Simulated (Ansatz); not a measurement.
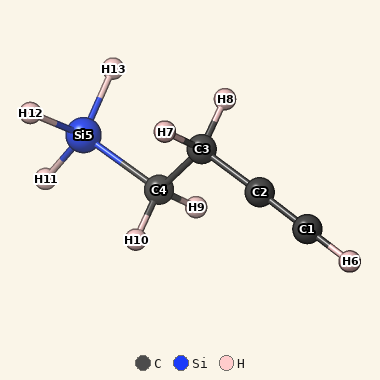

The system is C₄H₈Si, SMILES C#CCC[SiH3]; the picture shows the reference structure. The first coordinate is: angle C1–C2–C3 (carried through 180); the second: change of the bonds C2–C1, C2–C3, all alike. Nothing is relaxed (all other coordinates rigid). The grid has 11 × 11 points. Points are written as (first, second). Energies are in kJ/mol, from the relaxed molecule at the same level. Method: RKS B3LYP-D4/def2-SVP (Ansatz).

Its coordinates:

```
atom    x (Å)    y (Å)    z (Å)
   C  -2.8933  -0.7451   1.1072
   C  -1.8633  -0.1809   0.8099
   C  -0.6084   0.4717   0.4366
   C   0.3634  -0.4629  -0.3151
  Si   1.9983   0.3549  -0.8110
   H  -3.8085  -1.2387   1.3738
   H  -0.8370   1.3566  -0.1842
   H  -0.1247   0.8641   1.3492
   H   0.5872  -1.3450   0.3090
   H  -0.1249  -0.8516  -1.2251
   H   2.8641  -0.6239  -1.5311
   H   1.7436   1.5242  -1.7054
   H   2.7239   0.8420   0.4007
```

Range: angle C1–C2–C3 (carried through 180) from 140 to 220°; change of the bonds C2–C1, C2–C3, all alike from −0.147 to 0.227 Å.

**What will the energy surface look like?**

The lowest grid point is at (180°, 0.003 Å), 0.12 kJ/mol from the relaxed molecule at the same level. No other kind of well shows on this grid. The highest grid point, (220°, −0.147 Å), lies 296 kJ/mol above the lowest. Round the minimum the two coordinates are nearly uncoupled.

```csv
"second ↓, first →",140,148,156,164,172,180,188,196,204,212,220
0.227,249,243,239,236,234,234,234,236,239,243,249
0.190,195,187,182,178,175,175,175,178,182,188,197
0.152,146,136,129,123,120,120,121,124,130,138,148
0.115,105,93,84,78,74,73,75,79,86,96,109
0.078,75,60,49,42,37,36,38,43,52,64,80
0.040,56,39,26,17,12,10,13,19,29,43,62
0.003,53,33,18,8,2,0,3,10,22,39,60
−0.035,69,47,29,18,11,9,13,21,35,54,78
−0.072,109,83,64,51,43,41,45,55,70,92,119
−0.110,179,151,129,114,105,103,108,119,136,160,191
−0.147,283,251,227,210,200,198,203,216,235,262,296
```

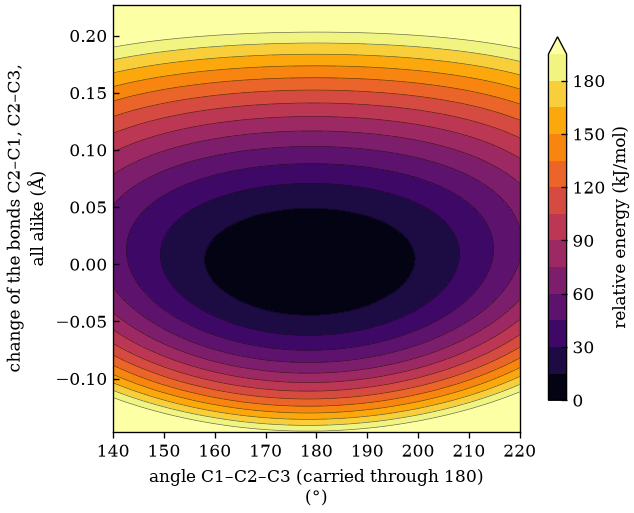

The picture shows filled contours, one colour for all values above the top of the scale. Between grid points the surface is interpolated.

Time for the 121 points that were run: 20 min on 1 thread of Arm Neoverse N1 (shared host).
